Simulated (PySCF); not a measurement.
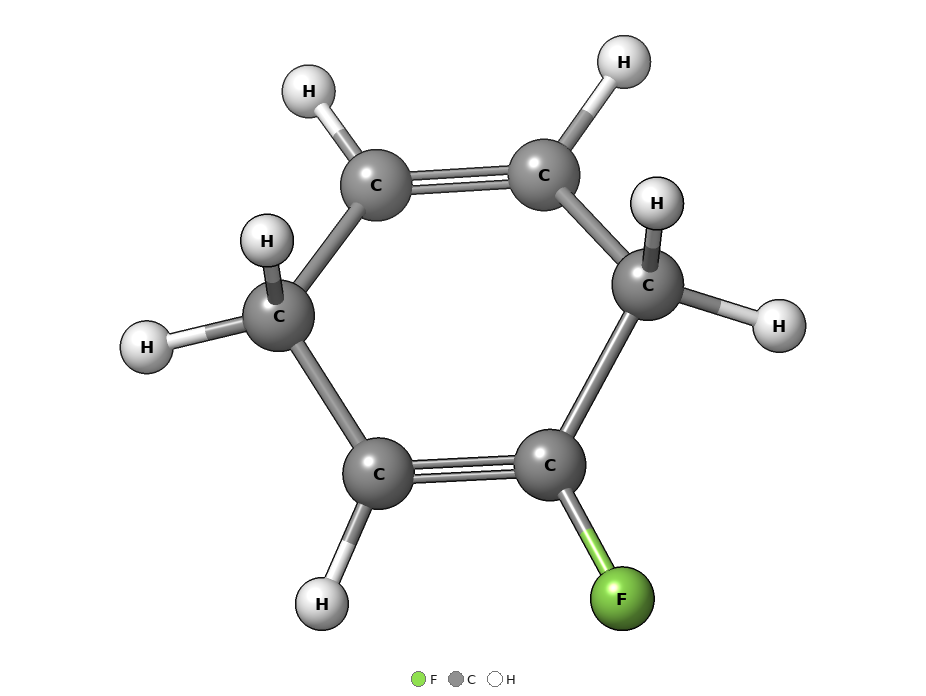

Double and triple bonds are drawn as two and three sticks.

Geometry: a frame of a GFN2-xTB molecular-dynamics simulation, not a minimum.

Description:

It has 14 atoms: 6 carbon, 7 hydrogen and 1 fluorine (C₆H₇F). As SMILES it reads `FC1=CCC=CC1`. Independent rings (smallest set): 1 of 6 members. Among its groups: alkene, C–F bond. Coordination, clear cases only: 3 C trigonal planar; 2 C tetrahedral.
